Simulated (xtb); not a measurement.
C$_{2}$H$_{8}$PSi$_{2}$: geometry relaxation (part 1 of 3)

The run: geometry relaxation of C$_{2}$H$_{8}$PSi$_{2}$, multiplicity 2, SMILES C=C[SiH][SiH2]P. Method and program: GFN2-xTB (xtb 6.7.1).

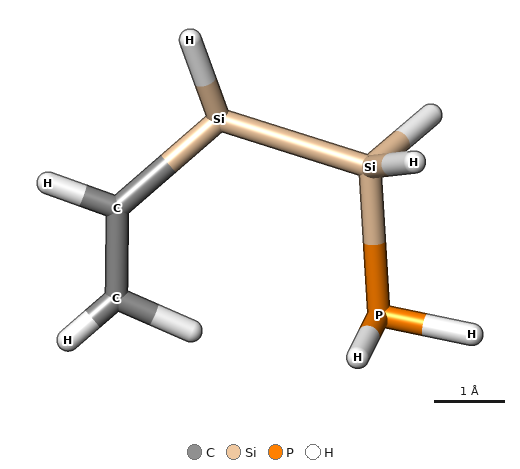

**Figure 1.** The input geometry (stick view, seen at a tilt). Bond lengths as drawn: C–C 1.37 Å, C–H 0.93 to 1.19 Å, C–Si 1.95 Å, H–P 1.41 Å, H–Si 1.43 to 1.52 Å, P–Si 2.29 Å and Si–Si 2.30 Å.

The input (struc.xyz)
```
13
start
C     -1.741140    -0.071300     1.543670
C     -0.749130    -1.009280     1.637070
Si     1.045460    -1.012810     0.864950
Si     1.504700     0.083300    -1.103410
P     -0.015280     1.782310    -1.297770
H     -1.555670     0.740470     0.699990
H     -2.605660    -0.119060     1.870350
H     -0.974620    -1.688650     2.429530
H      1.605600    -2.318000     1.032360
H      2.808460     0.840460    -0.956290
H      1.552510    -0.700720    -2.404670
H      0.356250     2.286010    -2.556920
H     -0.977340     1.014490    -1.994670
```

File .CHRG
```
0
```

File .UHF
```
1
```

File input.inp
```
$opt
   hessian=lindh
$end
```

Launch command:
```bash
xtb struc.xyz -I input.inp --opt normal --gfn 2 --parallel 1 > out.txt 2> xtb.err
```

The program's output
```
* xtb version 6.7.1
   ID    Z sym.   atoms
    1    6 C      1, 2
    2   14 Si     3, 4
    3   15 P      5
    4    1 H      6-13

           -------------------------------------------------
          |                Calculation Setup                |
           -------------------------------------------------

          program call               : xtb struc.xyz -I input.inp --opt normal --gfn 2 --parallel 1
          coordinate file            : struc.xyz
          omp threads                :                     1

           -------------------------------------------------
          |                 G F N 2 - x T B                 |
           -------------------------------------------------

      * Hamiltonian:
        H0-scaling (s, p, d)           1.850000    2.230000    2.230000
        zeta-weighting                 0.500000
      * Dispersion:
        s8                             2.700000
        a1                             0.520000
        a2                             5.000000
        s9                             5.000000
      * Repulsion:
        kExp                           1.500000    1.000000
        rExp                           1.000000
      * Coulomb:
        alpha                          2.000000
        third order                    shell-resolved
        anisotropic                    true
        a3                             3.000000
        a5                             4.000000
        cn-shift                       1.200000
        cn-exp                         4.000000
        max-rad                        5.000000

          ...................................................
          :                      SETUP                      :
          :.................................................:
          :  # basis functions                  46          :
          :  # atomic orbitals                  43          :
          :  # shells                           21          :
          :  # electrons                        29          :
          :  max. iterations                   250          :
          :  Hamiltonian                  GFN2-xTB          :
          :  restarted?                      false          :
          :  GBSA solvation                  false          :
          :  PC potential                    false          :
          :  electronic temp.          300.0000000     K    :
          :  accuracy                    1.0000000          :
          :  -> integral cutoff          0.2500000E+02      :
          :  -> integral neglect         0.1000000E-07      :
          :  -> SCF convergence          0.1000000E-05 Eh   :
          :  -> wf. convergence          0.1000000E-03 e    :
          :  Broyden damping             0.4000000          :
          :  net charge                          0          :
          :  unpaired electrons                  1          :
          ...................................................

 iter      E             dE          RMSdq      gap      omega  full diag
   1    -14.2878532 -0.142879E+02  0.677E+00    1.14       0.0  T
   2    -14.3626444 -0.747912E-01  0.395E+00    1.67       1.0  T
   3    -14.3574840  0.516044E-02  0.251E+00    1.80       1.0  T
   4    -14.3750674 -0.175834E-01  0.123E+00    1.76       1.0  T
   5    -14.3774349 -0.236749E-02  0.732E-01    1.87       1.0  T
   6    -14.3782322 -0.797347E-03  0.619E-01    1.80       1.0  T
   7    -14.3788065 -0.574295E-03  0.226E-01    1.80       1.0  T
   8    -14.3788993 -0.928186E-04  0.117E-01    1.85       1.0  T
   9    -14.3789440 -0.446641E-04  0.632E-02    1.83       1.0  T
  10    -14.3789434  0.578014E-06  0.304E-02    1.83       1.0  T
  11    -14.3789456 -0.223377E-05  0.939E-03    1.83       3.0  T
  12    -14.3789456 -0.695145E-08  0.514E-03    1.83       5.4  T
  13    -14.3789457 -0.374146E-07  0.196E-03    1.83      14.1  T
  14    -14.3789457 -0.131391E-07  0.651E-04    1.83      42.6  T
  15    -14.3789457 -0.944437E-09  0.266E-04    1.83     104.3  T

   *** convergence criteria satisfied after 15 iterations ***

         #    Occupation            Energy/Eh            Energy/eV
      -------------------------------------------------------------
         1        2.0000           -0.7568811             -20.5958
       ...           ...                  ...                  ...
         9        2.0000           -0.4384585             -11.9311
        10        2.0000           -0.4272856             -11.6270
        11        2.0000           -0.4159454             -11.3184
        12        2.0000           -0.4077342             -11.0950
        13        2.0000           -0.3855365             -10.4910
        14        2.0000           -0.3678007             -10.0084
        15        1.0000           -0.2981433              -8.1129 (HOMO)
        16                         -0.2308592              -6.2820 (LUMO)
        17                         -0.2203049              -5.9948
        18                         -0.2015019              -5.4831
        19                         -0.1920623              -5.2263
        20                         -0.1876978              -5.1075
       ...                                ...                  ...
        43                          1.0560849              28.7375
      -------------------------------------------------------------
                  HL-Gap            0.0672841 Eh            1.8309 eV
             Fermi-level           -0.2987366 Eh           -8.1290 eV

 SCC (total)                   0 d,  0 h,  0 min,  0.028 sec
 SCC setup                      ...        0 min,  0.000 sec (  0.595%)
 Dispersion                     ...        0 min,  0.000 sec (  0.355%)
 classical contributions        ...        0 min,  0.000 sec (  0.125%)
 integral evaluation            ...        0 min,  0.004 sec ( 13.148%)
 iterations                     ...        0 min,  0.016 sec ( 57.333%)
 molecular gradient             ...        0 min,  0.008 sec ( 27.229%)
 printout                       ...        0 min,  0.000 sec (  1.125%)

         :::::::::::::::::::::::::::::::::::::::::::::::::::::
         ::                     SUMMARY                     ::
         :::::::::::::::::::::::::::::::::::::::::::::::::::::
         :: total energy             -14.193711802984 Eh    ::
         :: gradient norm              0.282271926308 Eh/a0 ::
         :: HOMO-LUMO gap              1.830894662043 eV    ::
         ::.................................................::
         :: SCC energy               -14.378914237172 Eh    ::
         :: -> isotropic ES            0.023874845270 Eh    ::
         :: -> anisotropic ES         -0.009379809027 Eh    ::
         :: -> anisotropic XC          0.004964907318 Eh    ::
         :: -> dispersion             -0.010638474928 Eh    ::
         :: repulsion energy           0.185202434189 Eh    ::
         :: add. restraining           0.000000000000 Eh    ::
         :: total charge               0.000000000000 e     ::
         :::::::::::::::::::::::::::::::::::::::::::::::::::::

      -----------------------------------------------------------
     |                   =====================                   |
     |                        A N C O P T                        |
     |                   =====================                   |
     |               Approximate Normal Coordinate               |
     |                Rational Function Optimizer                |
      -----------------------------------------------------------
      -----------------------------------------------------------
     |                   =====================                   |
     |                        A N C O P T                        |
     |                   =====================                   |
     |               Approximate Normal Coordinate               |
     |                Rational Function Optimizer                |
      -----------------------------------------------------------

          ...................................................
          :                      SETUP                      :
          :.................................................:
          :   optimization level            normal          :
          :   max. optcycles                   200          :
          :   ANC micro-cycles                  20          :
          :   degrees of freedom                33          :
          :.................................................:
          :   RF solver                   davidson          :
          :   write xtbopt.log                true          :
          :   linear?                        false          :
          :   energy convergence         0.5000000E-05 Eh   :
          :   grad. convergence          0.1000000E-02 Eh/α :
          :   maxmium RF displ.          1.0000000          :
          :   Hlow (freq-cutoff)         0.1000000E-01      :
          :   Hmax (freq-cutoff)         5.0000000          :
          :   S6 in model hess.         20.0000000          :
          ...................................................

generating ANC from exact Hessian ...
Using Lindh-Hessian (2007)
 Shifting diagonal of input Hessian by    9.2666353738913229E-003
 Lowest  eigenvalues of input Hessian
    0.000000    0.000000    0.000000    0.000000    0.000000    0.000000
    0.010000    0.010352    0.011132    0.013897    0.015976    0.016665
    0.020655    0.021506    0.023871    0.024631    0.031585    0.033447
 Highest eigenvalues
    0.831902    0.975950    1.070693    1.342267    1.471065    1.958406

........................................................................
.............................. CYCLE    1 ..............................
........................................................................

 iter      E             dE          RMSdq      gap      omega  full diag
   1    -14.3789457 -0.143789E+02  0.103E-04    1.83       0.0  T
   2    -14.3789457 -0.547296E-11  0.510E-05    1.83     544.1  T
   3    -14.3789457 -0.149232E-10  0.555E-05    1.83     499.6  T
     SCC iter.                  ...        0 min,  0.004 sec
     gradient                   ...        0 min,  0.007 sec
 * total energy  :   -14.1937118 Eh     change       -0.8651035E-10 Eh
   gradient norm :     0.2822720 Eh/α   predicted     0.0000000E+00 (-100.00%)
   displ. norm   :     0.3020419 α      lambda       -0.5566232E-01
   maximum displ.:     0.1354289 α      in ANC's #17, #31, #33, ...

........................................................................
.............................. CYCLE    2 ..............................
........................................................................

 iter      E             dE          RMSdq      gap      omega  full diag
   1    -14.3894088 -0.143894E+02  0.545E-01    1.93       0.0  T
   2    -14.3894912 -0.823551E-04  0.353E-01    1.89       1.0  T
   3    -14.3893536  0.137581E-03  0.150E-01    1.95       1.0  T
   4    -14.3894867 -0.133125E-03  0.920E-02    1.90       1.0  T
   5    -14.3895242 -0.374745E-04  0.531E-02    1.90       1.0  T
   6    -14.3895310 -0.677572E-05  0.257E-02    1.91       1.1  T
   7    -14.3895317 -0.721657E-06  0.985E-03    1.91       2.8  T
   8    -14.3895319 -0.215922E-06  0.588E-03    1.91       4.7  T
   9    -14.3895320 -0.751493E-07  0.296E-03    1.91       9.4  T
  10    -14.3895320 -0.118477E-07  0.698E-04    1.91      39.8  T
  11    -14.3895320 -0.734072E-09  0.247E-04    1.91     112.1  T
     SCC iter.                  ...        0 min,  0.011 sec
     gradient                   ...        0 min,  0.006 sec
 * total energy  :   -14.2262556 Eh     change       -0.3254380E-01 Eh
   gradient norm :     0.0662997 Eh/α   predicted    -0.3037019E-01 (  -6.68%)
   displ. norm   :     0.2916835 α      lambda       -0.8503239E-02
   maximum displ.:     0.1401881 α      in ANC's #2, #4, #16, ...

........................................................................
.............................. CYCLE    3 ..............................
........................................................................

 iter      E             dE          RMSdq      gap      omega  full diag
   1    -14.4053265 -0.144053E+02  0.530E-01    1.95       0.0  T
   2    -14.4053487 -0.222289E-04  0.335E-01    1.95       1.0  T
   3    -14.4052853  0.634394E-04  0.982E-02    1.95       1.0  T
   4    -14.4053457 -0.603576E-04  0.577E-02    1.95       1.0  T
   5    -14.4053595 -0.138625E-04  0.282E-02    1.95       1.0  T
   6    -14.4053595  0.735393E-08  0.106E-02    1.95       2.6  T
   7    -14.4053600 -0.498244E-06  0.640E-03    1.95       4.3  T
   8    -14.4053601 -0.335285E-07  0.346E-03    1.95       8.0  T
   9    -14.4053601 -0.923734E-08  0.233E-03    1.95      11.9  T
  10    -14.4053601 -0.133792E-07  0.615E-04    1.95      45.1  T
  11    -14.4053601 -0.609193E-09  0.250E-04    1.95     111.0  T
     SCC iter.                  ...        0 min,  0.010 sec
     gradient                   ...        0 min,  0.007 sec
 * total energy  :   -14.2305709 Eh     change       -0.4315333E-02 Eh
   gradient norm :     0.0199813 Eh/α   predicted    -0.4613348E-02 (   6.91%)
   displ. norm   :     0.2173332 α      lambda       -0.1851666E-02
   maximum displ.:     0.1165951 α      in ANC's #6, #4, #5, ...

........................................................................
.............................. CYCLE    4 ..............................
........................................................................
```
